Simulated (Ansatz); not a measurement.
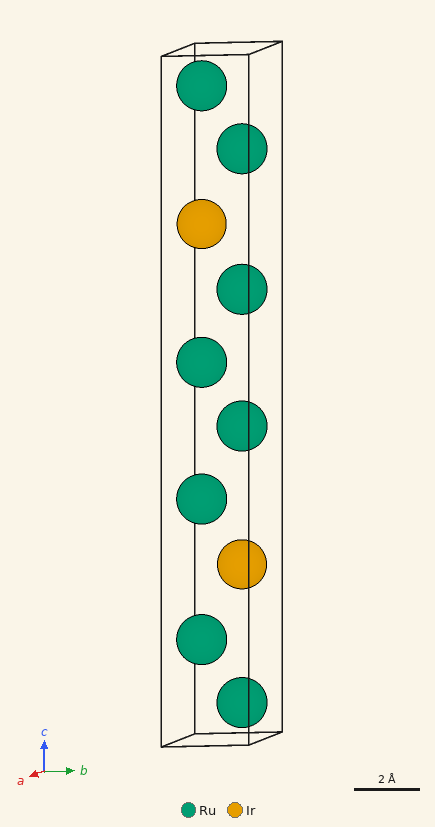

Shown here is a spheres-only view of the crystal, taken slightly off an axis. The simulation cell is drawn as a box.

This input was run:
```yaml
crystal:
  lattice:
    - [2.7269720561, 0.0, 0.0]
    - [-1.363486028, 2.361627076, 0.0]
    - [0.0, 0.0, 21.5919258097]
  atoms:
    - { symbol: Ru, position: [0.3333333333, 0.6666666667, 0.6482593904] }
    - { symbol: Ru, position: [0.3333333333, 0.6666666667, 0.8517406096] }
    - { symbol: Ru, position: [0.3333333333, 0.6666666667, 0.0497830399] }
    - { symbol: Ru, position: [0.3333333333, 0.6666666667, 0.4502169601] }
    - { symbol: Ru, position: [0.6666666667, 0.3333333333, 0.9502169601] }
    - { symbol: Ru, position: [0.6666666667, 0.3333333333, 0.1482593904] }
    - { symbol: Ru, position: [0.6666666667, 0.3333333333, 0.3517406096] }
    - { symbol: Ru, position: [0.6666666667, 0.3333333333, 0.5497830399] }
    - { symbol: Ir, position: [0.3333333333, 0.6666666667, 0.25] }
    - { symbol: Ir, position: [0.6666666667, 0.3333333333, 0.75] }
basis:
  ecutwfc: 420
kpoints:
  mp_grid: { grid: [18, 18, 2] }
  band_path:
    path:
      - [[0.0, 0.0, 0.0], [0.5, 0.0, 0.0], [0.33333333, 0.33333333, 0.0], [0.0, 0.0, 0.0], [0.0, 0.0, 0.5], [0.5, 0.0, 0.5], [0.33333333, 0.33333333, 0.5], [0.0, 0.0, 0.5]]
      - [[0.5, 0.0, 0.5], [0.5, 0.0, 0.0]]
      - [[0.33333333, 0.33333333, 0.5], [0.33333333, 0.33333333, 0.0]]
    npoints: 14
hamiltonian:
  xc: pbe
scf:
  occupations: { method: gaussian, width: 0.1 }
  n_extra_bands: 25
output:
  forces: true
  stress: true
  eigenvalues: true
  populations: true
  dos: { projected: true, de: 0.02, nscf_kmesh: { grid: [22, 22, 3] } }
  bader: true
  write_density: true
  write_potential: true
  elf: true
  volumetric_format: npy
```
Run as:
```sh
ansatz run input.yaml --threads 1 --pin off --max-ram 2560MiB --backend cpu --events-out ev --progress --plain --runs-dir out
```

Method used: DFT PBE, scalar-relativistic, plane waves, PAW in Ansatz. It ran with a cutoff energy of 420 eV, k-grid 18×18×2, Gaussian smearing of 0.1 eV, no spin polarisation.

**Predict the Bader charges.**

Ir -0.20 e; Ru +0.01 to +0.09 e. Little charge moves, as in a metallic or covalent solid.

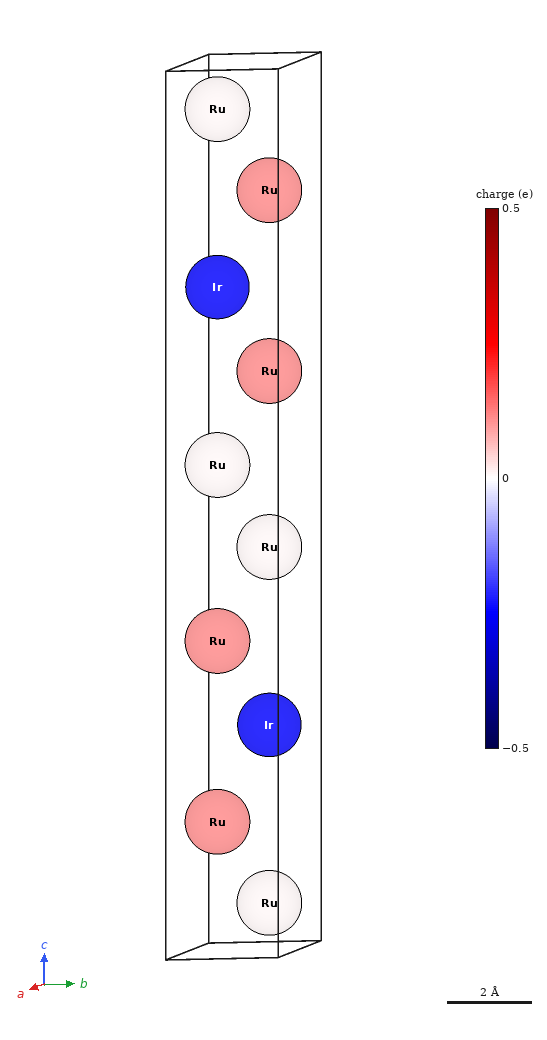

The atoms coloured by those charges.

The model was built from a structure type filled with these elements by a generator (whether the compound takes this form wasn't checked). Earlier steps of the study, as a rule a relaxation of our own, may have changed the cell and positions, so they can lie some per cent off the listed ones. An electronic-structure calculation with Ansatz was run on it.
